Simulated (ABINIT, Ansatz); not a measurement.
# Lattice dynamics of Tm (P6_3/mmc) in two programs

How does Tm (P6_3/mmc) vibrate, and is this structure a minimum?

Program: ABINIT 10.8.3. Level of theory: DFT PBE, scalar-relativistic, plane waves, PseudoDojo norm-conserving, 4f in core pseudopotentials. Results are calculated unless marked as measured.

## 1. Set-up

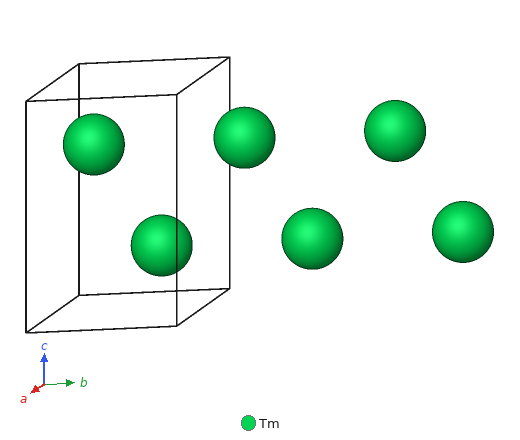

The cell as given, slightly off an axis (thulium green). 1×3×1 cells are drawn.

As a file:

```cif
data_structure
_symmetry_space_group_name_H-M 'P6_3/mmc'
_symmetry_Int_Tables_number 194
_cell_length_a 3.5375
_cell_length_b 3.5375
_cell_length_c 5.5546
_cell_angle_alpha 90.000
_cell_angle_beta 90.000
_cell_angle_gamma 120.000
_cell_volume 60.20
loop_
_atom_site_label
_atom_site_type_symbol
_atom_site_symmetry_multiplicity
_atom_site_Wyckoff_symbol
_atom_site_fract_x
_atom_site_fract_y
_atom_site_fract_z
_atom_site_occupancy
Tm1 Tm 2 c 0.33333 0.66667 0.25000 1
```

## 2. A first look

A first run with smearing and empty bands tells whether the crystal has a gap, which decides between fixed occupations and smearing later on.

Contents of probe.abi:

```
# ground state
tolvrs 1.0d-08
prtden 1
prtwf 1

# basis, mesh and filling
ecut 21.0
ngkpt 6 6 4
nshiftk 1
shiftk 0.0 0.0 0.0
istwfk *1
occopt 7
tsmear 0.005
nband 18
nstep 100
diemac 9.0
prtebands 0
prtgsr 0

# cell and atoms
acell 3*1.0 Angstrom
rprim 
    3.5375 0.0 0.0
    -1.76875 3.063564866 0.0
    0.0 0.0 5.5546
ntypat 1
znucl 69
natom 2
typat 1 1
xred 
    1/3 2/3 0.25
    2/3 1/3 0.75
pp_dirpath "./pseudo"
pseudos "Tm.upf"
```

Launch:

```
> OMP_NUM_THREADS=1 mpirun -n 16 abinit probe.abi > probe.log
```

Numbers of over 12 decimals in the logs are rounded to 6 here.

probe.abo, the main output file:

```text
[banners, grids, parts of the stress and lines that vanish by symmetry left out]
- input  file    -> probe.abi
- output file    -> probe.abo
- root for input  files -> probei
[...]
Symmetries : space group P6_3/m m c (#194); Bravais hP (primitive hexag.)
[...]
mpw =        1884          nfft =       40500          nkpt =          21
[...]
== DATASET  1 ==================================================================
[...]
-    --> not optimal distribution: autoparal keyword recommended in input file <--
[...]
cutoff_energies: {ecut:  21.0, pawecutdg:  -1.0, }
[...]
ETOT  1  -91.680577459421    -9.168E+01 4.749E-02 4.735E+00
 ETOT  2  -91.712178230779    -3.160E-02 4.573E-03 9.980E-02
 ETOT  3  -91.712215944602    -3.771E-05 7.076E-04 1.235E-03
 ETOT  4  -91.712216209218    -2.646E-07 3.369E-04 8.944E-06
 ETOT  5  -91.712216211531    -2.313E-09 3.453E-04 1.807E-07
 ETOT  6  -91.712216211574    -4.319E-11 1.681E-04 4.821E-10
 At SCF step    6       vres2   =  4.82E-10 < tolvrs=  1.00E-08 =>converged.
[...]
sigma(1 1)=  8.29782947E-05  sigma(3 2)=  0.00000000E+00
  sigma(2 2)=  8.29782941E-05  sigma(3 1)=  0.00000000E+00
  sigma(3 3)=  1.20518994E-04  sigma(2 1)=  0.00000000E+00
[...]
convergence: {deltae: -4.319E-11, res2:  4.821E-10, residm:  1.681E-04, diffor: null, }
etotal    :  -9.17122162E+01
[...]
sigma(1 1)=  8.29782947E-05  sigma(3 2)=  0.00000000E+00
  sigma(2 2)=  8.29782941E-05  sigma(3 1)=  0.00000000E+00
  sigma(3 3)=  1.20518994E-04  sigma(2 1)=  0.00000000E+00
[...]
- sigma(1 1)=  2.44130571E+00  sigma(3 2)=  0.00000000E+00
- sigma(2 2)=  2.44130570E+00  sigma(3 1)=  0.00000000E+00
- sigma(3 3)=  3.54579122E+00  sigma(2 1)=  0.00000000E+00
[...]
fcart     -2.4167686018E-28 -4.6510733427E-29 -0.0000000000E+00
           strten      8.2978294665E-05  8.2978294114E-05  1.2051899398E-04
================================================================================

[key lines of the parts left out:]
pressure_GPa:  -2.8095E+00
```

It took 7.2 s on 16 MPI ranks of Arm Neoverse N1, shared host; 100 s of CPU time.

This step gave:

```yaml
volume_per_atom: 30.10 Å³
pressure: -2.809 GPa
gap_on_the_k_mesh: 0 eV
```

No gap opens on this mesh, so smearing is kept; the printed pressure holds the stress of the finite basis too.

## 3. Relaxing the cell and atoms

The harmonic expansion needs vanishing forces, and a free crystal bears no stress, so cell and atoms are brought to rest. Stress is more sensitive to the basis than forces are: the last 3 Ha under the cutoff are smoothed with ecutsm, and the cutoff is raised above that of the later runs.

Contents of relax.abi:

```
# relaxation
ionmov 2
optcell 2
dilatmx 1.08
ntime 40
tolmxf 1.0d-05
tolvrs 1.0d-14
prtwf 0
prtden 0
chksymtnons 0

# basis, mesh and filling
ecut 27.0
ecutsm 3.0
ngkpt 9 9 6
nshiftk 1
shiftk 0.0 0.0 0.0
istwfk *1
occopt 7
tsmear 0.01
nband 18
nstep 100
diemac 1000000.0
prtebands 0
prtgsr 0

# cell and atoms
acell 3*1.0 Angstrom
rprim 
    3.5375 0.0 0.0
    -1.76875 3.063564866 0.0
    0.0 0.0 5.5546
ntypat 1
znucl 69
natom 2
typat 1 1
xred 
    1/3 2/3 0.25
    2/3 1/3 0.75
pp_dirpath "./pseudo"
pseudos "Tm.upf"
```

Launch:

```
> OMP_NUM_THREADS=1 mpirun -n 16 abinit relax.abi > relax.log
```

relax.abo, the main output file:

```text
[banners, grids, parts of the stress and lines that vanish by symmetry left out]
- input  file    -> relax.abi
- output file    -> relax.abo
- root for input  files -> relaxi
[...]
Symmetries : space group P6_3/m m c (#194); Bravais hP (primitive hexag.)
[...]
mpw =        3471          nfft =       69984          nkpt =          48
[...]
== DATASET  1 ==================================================================
[...]
cutoff_energies: {ecut:  27.0, pawecutdg:  -1.0, }
[...]
ETOT  1  -91.680986980433    -9.168E+01 5.076E-02 7.323E+00
 ETOT  2  -91.718241129926    -3.725E-02 5.764E-03 8.487E-02
 ETOT  3  -91.718258482164    -1.735E-05 1.290E-03 3.912E-03
 ETOT  4  -91.718259030287    -5.481E-07 5.739E-04 2.805E-05
 ETOT  5  -91.718259033251    -2.965E-09 3.124E-04 3.877E-07
[...]
At SCF step    9       vres2   =  7.59E-15 < tolvrs=  1.00E-14 =>converged.
[...]
sigma(1 1)= -3.18912430E-06  sigma(3 2)=  0.00000000E+00
  sigma(2 2)= -3.18912484E-06  sigma(3 1)=  0.00000000E+00
  sigma(3 3)=  9.49829881E-06  sigma(2 1)=  0.00000000E+00
[...]
convergence: {deltae:  5.684E-13, res2:  7.590E-15, residm:  1.127E-04, diffor: null, }
etotal    :  -9.17182590E+01
[...]
ETOT  1  -91.718260055029    -9.172E+01 2.136E-03 1.328E-03
[...]
At SCF step    7       vres2   =  9.92E-15 < tolvrs=  1.00E-14 =>converged.
[...]
sigma(1 1)= -3.04446544E-06  sigma(3 2)=  0.00000000E+00
  sigma(2 2)= -3.04446599E-06  sigma(3 1)=  0.00000000E+00
  sigma(3 3)=  8.79781358E-06  sigma(2 1)=  0.00000000E+00
[...]
convergence: {deltae: -4.263E-13, res2:  9.922E-15, residm:  2.360E-05, diffor: null, }
etotal    :  -9.17182603E+01
[...]
ETOT  1  -91.718217985793    -9.172E+01 5.547E-02 2.402E-01
[...]
At SCF step    9       vres2   =  9.04E-17 < tolvrs=  1.00E-14 =>converged.
[...]
sigma(1 1)= -9.38557148E-07  sigma(3 2)=  0.00000000E+00
  sigma(2 2)= -9.38557695E-07  sigma(3 1)=  0.00000000E+00
  sigma(3 3)= -7.15105336E-07  sigma(2 1)=  0.00000000E+00
[...]
convergence: {deltae: -9.095E-13, res2:  9.043E-17, residm:  9.266E-07, diffor: null, }
etotal    :  -9.17182688E+01
[...]
ETOT  1  -91.718268845238    -9.172E+01 4.423E-07 1.738E-04
[...]
At SCF step    7       vres2   =  4.74E-16 < tolvrs=  1.00E-14 =>converged.
[...]
sigma(1 1)= -8.23737882E-07  sigma(3 2)=  0.00000000E+00
  sigma(2 2)= -8.23738428E-07  sigma(3 1)=  0.00000000E+00
  sigma(3 3)= -5.69554183E-07  sigma(2 1)=  0.00000000E+00
[...]
convergence: {deltae:  1.705E-13, res2:  4.744E-16, residm:  1.163E-06, diffor: null, }
etotal    :  -9.17182689E+01
[...]
ETOT  1  -91.718268144023    -9.172E+01 1.039E-06 5.703E-03
[...]
ETOT  7  -91.718268946037    -7.105E-13 1.529E-07 1.372E-14
 ETOT  8  -91.718268946037    -1.990E-13 9.909E-07 3.921E-16
 At SCF step    8       vres2   =  3.92E-16 < tolvrs=  1.00E-14 =>converged.
[...]
sigma(1 1)= -2.35449971E-08  sigma(3 2)=  0.00000000E+00
  sigma(2 2)= -2.35455429E-08  sigma(3 1)=  0.00000000E+00
  sigma(3 3)=  2.72811023E-08  sigma(2 1)=  0.00000000E+00
[...]
convergence: {deltae: -1.990E-13, res2:  3.921E-16, residm:  9.909E-07, diffor: null, }
etotal    :  -9.17182689E+01
[...]
At Broyd/MD step   5, gradients are converged :
[...]
sigma(1 1)= -2.35449971E-08  sigma(3 2)=  0.00000000E+00
  sigma(2 2)= -2.35455429E-08  sigma(3 1)=  0.00000000E+00
  sigma(3 3)=  2.72811023E-08  sigma(2 1)=  0.00000000E+00
[...]
- sigma(1 1)= -6.92717730E-04  sigma(3 2)=  0.00000000E+00
- sigma(2 2)= -6.92733789E-04  sigma(3 1)=  0.00000000E+00
- sigma(3 3)=  8.02637741E-04  sigma(2 1)=  0.00000000E+00
[...]
fcart     -2.0106747424E-29  3.4825908112E-29  2.0121422086E-31
           strten     -2.3544997065E-08 -2.3545542909E-08  2.7281102328E-08
================================================================================

[key lines of the parts left out:]
pressure_GPa:   1.9427E-04
Total energy (etotal) [Ha]= -9.17182689460371E+01
```

It took 64 s on 16 MPI ranks; 14 min of CPU time.

Relaxation path:

```tsv
step	energy less that of the first step (eV)	largest force (eV/Å)	volume (Å³)
1	0.0000	0.0000	60.20
2	0.0000	0.0000	60.19
3	-0.0003	0.0000	60.12
4	-0.0003	0.0000	60.12
5	-0.0003	0.0000	60.15
```

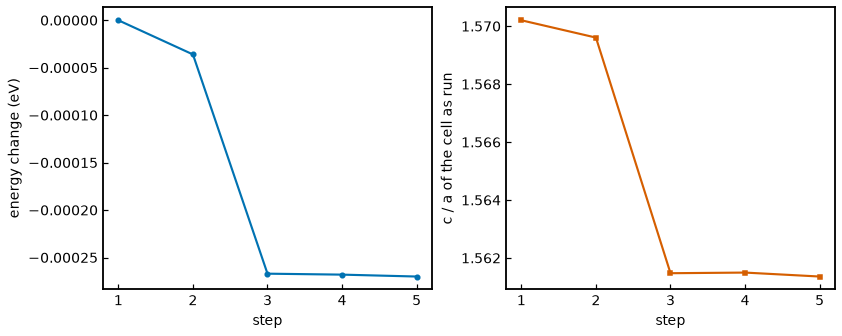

Energy and cell shape along the relaxation.

```tsv
conventional cell, symmetrised	before	after	change
a (Å)	3.538	3.543	+0.2 %
b (Å)	3.538	3.543	+0.2 %
c (Å)	5.555	5.532	-0.4 %
volume (Å³/atom)	30.10	30.08	-0.1 %
```

The relaxed structure:

```xyz
2
Lattice="3.5433 0.0000 0.0000 -1.7717 3.0686 0.0000 0.0000 0.0000 5.5324" Properties=species:S:1:pos:R:3 pbc="T T T"
Tm    0.0000    2.0457    1.3831
Tm    1.7717    1.0229    4.1493
```

Read from the output:

| Item | Value |
| --- | --- |
| volume per atom | 30.08 Å³ |
| pressure | 1.94e-4 GPa |

The volume changes by -0.1 % in this run and stands -0.1 % from the first cell.

## 4. Self-consistent run for the response

First-order wavefunctions inherit every error of the ground state, hence the very tight tolvrs. Smearing stays on, as the first look found no gap above 0.3 eV.

Contents of gs.abi:

```
# ground state
tolvrs 1.0d-16
prtden 1
prtwf 1

# basis, mesh and filling
ecut 21.0
ngkpt 12 12 6
nshiftk 1
shiftk 0.0 0.0 0.0
istwfk *1
occopt 7
tsmear 0.01
nband 18
nstep 100
diemac 1000000.0
prtebands 0
prtgsr 0

# cell and atoms
acell 3*1.0 Angstrom
rprim 
    3.543304293 0.0 0.0
    -1.771652146 3.068591531 0.0
    0.0 0.0 5.532375221
ntypat 1
znucl 69
natom 2
typat 1 1
xred 
    1/3 2/3 0.25
    2/3 1/3 0.75
pp_dirpath "./pseudo"
pseudos "Tm.upf"
```

Launch:

```
> OMP_NUM_THREADS=1 mpirun -n 16 abinit gs.abi > gs.log
```

gs.abo, the main output file:

```text
[banners, grids, parts of the stress and lines that vanish by symmetry left out]
- input  file    -> gs.abi
- output file    -> gs.abo
- root for input  files -> gsi
[...]
Symmetries : space group P6_3/m m c (#194); Bravais hP (primitive hexag.)
[...]
mpw =        1884          nfft =       40500          nkpt =          76
[...]
== DATASET  1 ==================================================================
[...]
cutoff_energies: {ecut:  21.0, pawecutdg:  -1.0, }
[...]
ETOT  1  -91.679608301880    -9.168E+01 5.705E-02 4.651E+00
 ETOT  2  -91.713275772438    -3.367E-02 1.281E-02 5.675E-02
 ETOT  3  -91.713300258771    -2.449E-05 5.891E-04 1.594E-03
 ETOT  4  -91.713300609683    -3.509E-07 4.964E-04 1.587E-05
 ETOT  5  -91.713300613261    -3.578E-09 7.892E-04 1.485E-07
[...]
ETOT 11  -91.713300613299    -9.948E-14 1.025E-04 5.496E-16
 ETOT 12  -91.713300613299     1.990E-13 8.932E-05 4.111E-17
 At SCF step   12       vres2   =  4.11E-17 < tolvrs=  1.00E-16 =>converged.
[...]
sigma(1 1)=  9.24318911E-05  sigma(3 2)=  0.00000000E+00
  sigma(2 2)=  9.24318914E-05  sigma(3 1)=  0.00000000E+00
  sigma(3 3)=  9.30526750E-05  sigma(2 1)= -1.22554735E-12
[...]
convergence: {deltae:  1.990E-13, res2:  4.111E-17, residm:  8.932E-05, diffor: null, }
etotal    :  -9.17133006E+01
[...]
sigma(1 1)=  9.24318911E-05  sigma(3 2)=  0.00000000E+00
  sigma(2 2)=  9.24318914E-05  sigma(3 1)=  0.00000000E+00
  sigma(3 3)=  9.30526750E-05  sigma(2 1)= -1.22554735E-12
[...]
- sigma(1 1)=  2.71944012E+00  sigma(3 2)=  0.00000000E+00
- sigma(2 2)=  2.71944013E+00  sigma(3 1)=  0.00000000E+00
- sigma(3 3)=  2.73770422E+00  sigma(2 1)= -3.60568478E-08
[...]
fcart      3.2170795853E-28 -5.2419484320E-38  6.5933875849E-27
           strten      9.2431891063E-05  9.2431891437E-05  9.3052674962E-05
================================================================================

[key lines of the parts left out:]
pressure_GPa:  -2.7255E+00
```

The job ended after 16 s (16 MPI ranks; 4 min of CPU time).

Numbers from this step:

```yaml
pressure: -2.726 GPa
```

The cell stands at -2.7 GPa: the relaxation ran with a smoothed and higher cutoff and on another k mesh.

(Continued in part 2 of 4.)

[Host names and launcher messages were left out of these logs when they were recorded.]

[Logs are printed without paths, hosts, clocks, repeated set-up lines and the standing remarks that a program may print on its own settings, such as how far it seeks lower states.]

[Hosts, paths, dates, database ids (printed as entryN), source tags and the programs' standing remarks are cut or masked in the printed files.]
